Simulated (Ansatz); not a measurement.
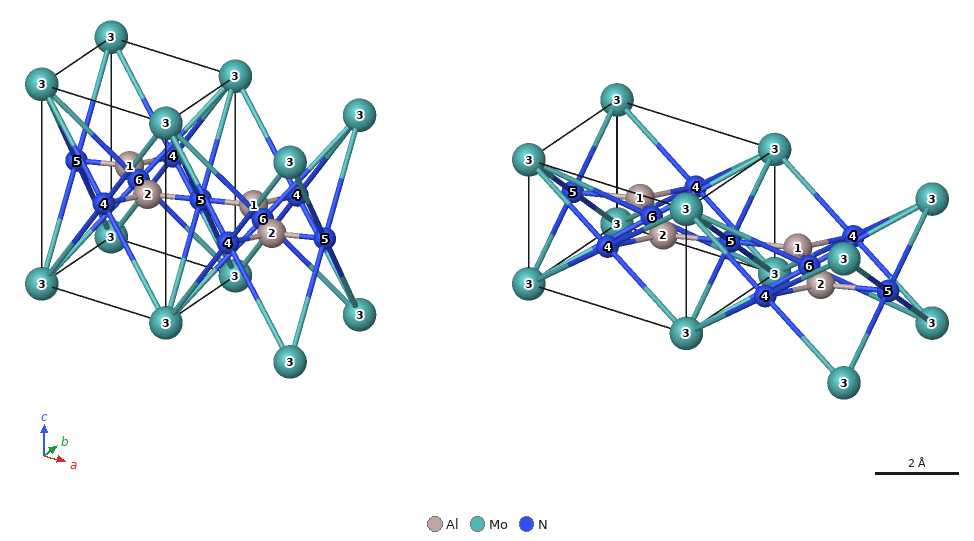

Two geometries of crystalline Al₂MoN₃ (a generated structure, set up in P6/mmm) (coarse preliminary run), drawn at one scale. One is the start of a relaxation, the other its converged end. The picture is a ball-and-stick view of the cell of the calculation, repeated 2 × 1 × 1 with one cell outlined, seen slightly off an axis.

The calculation used DFT PBE, scalar-relativistic, plane waves, PAW (Ansatz 0.2.0). Settings: plane-wave cutoff 420 eV; k-point mesh 6 × 6 × 4; occupations gaussian; smearing width 0.1 eV; collinear spin; cell and atoms relaxed; force threshold 0.04 eV/Å; at most 70 steps.

> Which geometry has the lower energy?

The right one is the relaxed one. No atom moves by more than 0.005 Å relative to the cell. The drawn cell changes as follows: a = b 4.757 → 6.039 Å (+27.0 %), c 5.006 → 3.112 Å (−37.8 %); the volume changes by +0.2 %. Among the contacts that change: Al1–N4 1.373 → 1.743 Å, Mo3–N4 3.453 → 3.397 Å. The space group stays P6/mmm (No. 191). Over 14 accepted moves (17 points after the start) the energy falls by 25.748 eV per cell of the calculation. All forces vanish by symmetry, so only the cell relaxes. Pressure: 123.71 GPa at the start and 0.12 GPa at the end. The line search rejected the trial step at point 11 of the run. The SCF was repeated twice at an unchanged geometry on a basis and grid sized afresh for the cell, which shifted the energy by 0.695 eV per cell of the calculation at most. The run took 2.3 min on 1 thread of Intel(R) Xeon(R) Processor @ 2.70GHz (shared host), peak memory 0.45 GiB.
